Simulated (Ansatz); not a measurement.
**HF/6-311+G(d,p) run of HNO3 (peroxynitrous acid)**

Aim: the vertical ionisation energy of HNO3 (peroxynitrous acid) at HF/6-311+G**, from 2 runs. 

The calculation is run with Ansatz 0.2.0.

51 further runs of the same task are left out: 51 set aside as unsound or not needed.

## 1. Starting point

The species is HNO3 (5 atoms), meant as a singlet with charge 0. SMILES: `O=NOO`. Geometry: relaxed at PBE0-D4/def2-TZVP. This is one conformer, not always the lowest.

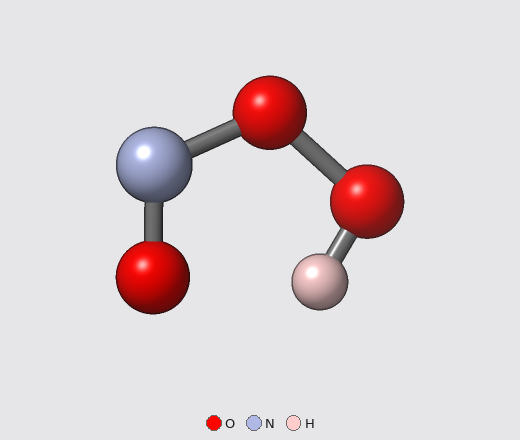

Viewed from a chosen angle; oxygen red, nitrogen light blue, hydrogen pink.

## 2. A single-point energy at HF/6-311+G(d,p)

job.yaml reads:

```yaml
crystal:
  periodic: [false, false, false]
  atoms:
    - {symbol: O, position_ang: [0.136350, -0.835310, 0.979060]}
    - {symbol: "N", position_ang: [-0.871770, -0.628300, 0.400790]}
    - {symbol: O, position_ang: [-0.775090, 0.288530, -0.589000]}
    - {symbol: O, position_ang: [0.508600, 0.826880, -0.747550]}
    - {symbol: H, position_ang: [1.001920, 0.348200, -0.043280]}
basis:
  gaussian: {orbitals: 6-311+G_st__st_.json}
magnetization: {spin_polarized: false, initial_magnetization: 0}
hamiltonian: {xc: hf}
accuracy: high
output: {orbitals: {seedname: orbitals}}
```

The basis set 6-311+G** is read from a file made from the Basis Set Exchange's data (not shown).

On the command line:

```sh
$ ansatz run job.yaml --threads 1 --pin off --max-ram 3480MiB --events-out events.jsonl --progress --plain --runs-dir runs
```

Output:

```text
Warning: RAYON_NUM_THREADS=1 ignored (pool sized by the plan → 1); use --threads N
Functional definition: HF
  name "HF"
  exchange = exact_x
  correlation = 0
1794 factors; integrals over basis functions are off by at most 2.9e-9 eV
mean field evaluation 1: about -7601.9151 eV, gradient 3.9e1 eV
mean field evaluation 2: about -7601.9237 eV, gradient 3.9e1 eV
mean field evaluation 4: about -7604.7651 eV, gradient 5.4e0 eV
mean field evaluation 8: about -7604.9026 eV, gradient 4.9e-1 eV
mean field -7604.90492542 eV, -279.4751012195 hartree, gradient 1.5e-8 eV, S^2 0.000000; 0 other end points of the search recorded, 0 dependent functions left out
reference -7604.90492542 eV, -279.4751012195 hartree; 16, 16 occupied and 78, 78 virtual orbitals, 1794 factors
Total energy: -7604.90492542 eV, -279.4751012195 hartree
```

It took 2.3 s on 1 thread of Arm Neoverse V2, shared host; peak memory 0.22 GiB.

## 3. The doublet cation, same level

molecule.yaml reads:

```yaml
basis:
  gaussian:
    orbitals: 6-311+G_st__st_.json
crystal:
  periodic: [false, false, false]
  atoms:
    - {symbol: O, position_ang: [0.136350, -0.835310, 0.979060]}
    - {symbol: N, position_ang: [-0.871770, -0.628300, 0.400790]}
    - {symbol: O, position_ang: [-0.775090, 0.288530, -0.589000]}
    - {symbol: O, position_ang: [0.508600, 0.826880, -0.747550]}
    - {symbol: H, position_ang: [1.001920, 0.348200, -0.043280]}
hamiltonian:
  xc: hf
accuracy: high
total_charge: 1
magnetization:
  spin_polarized: true
  initial_magnetization: 1
output: {orbitals: {seedname: orbitals}}
```

The basis set 6-311+G** is read from a file made from the Basis Set Exchange's data (not shown).

On the command line:

```sh
$ ansatz run molecule.yaml --threads 1 --pin off --max-ram 3480MiB --events-out events.jsonl --progress --plain --runs-dir runs
```

Output (excerpt; [...] marks lines left out):

```text
Warning: RAYON_NUM_THREADS=1 ignored (pool sized by the plan → 1); use --threads N
Functional definition: HF
  name "HF"
[...]
1794 factors; integrals over basis functions are off by at most 2.9e-9 eV
[...]
mean field -7593.79671990 eV, -279.0668821960 hartree, gradient 1.7e-8 eV, S^2 0.986481; 1 other end points of the search recorded, 0 dependent functions left out
reference -7593.79671990 eV, -279.0668821960 hartree; 16, 15 occupied and 78, 79 virtual orbitals, 1794 factors
Total energy: -7593.79671990 eV, -279.0668821960 hartree
```

Run time: 8.7 s. Hardware: 1 thread of Arm Neoverse V2, shared host; peak memory 0.28 GiB.

## 4. What came out

At HF/6-311+G**:

| quantity | value |
| --- | --- |
| singlet HNO3: total energy | -279.47510 Eh |
| singlet HNO3: HOMO energy | -13.61 eV |
| singlet HNO3: LUMO energy | 1.70 eV |
| singlet HNO3: HOMO–LUMO gap | 15.31 eV |
| doublet cation: total energy | -279.06688 Eh |
| doublet cation: HOMO energy (highest over α and β) | -21.38 eV |
| doublet cation: LUMO energy (lowest over α and β) | -8.49 eV |
| doublet cation: ⟨S²⟩ | 0.986 |
| vertical ionisation energy (to the doublet cation) | 11.108 eV |

The vertical ionisation energy comes to 11.11 eV (256 kcal/mol). −ε(HOMO) before ionisation, 13.61 eV, is 2.50 eV above this ionisation energy. ⟨S²⟩ (doublet cation) is 0.99 where a pure doublet has 0.75: the reference is spin-contaminated.
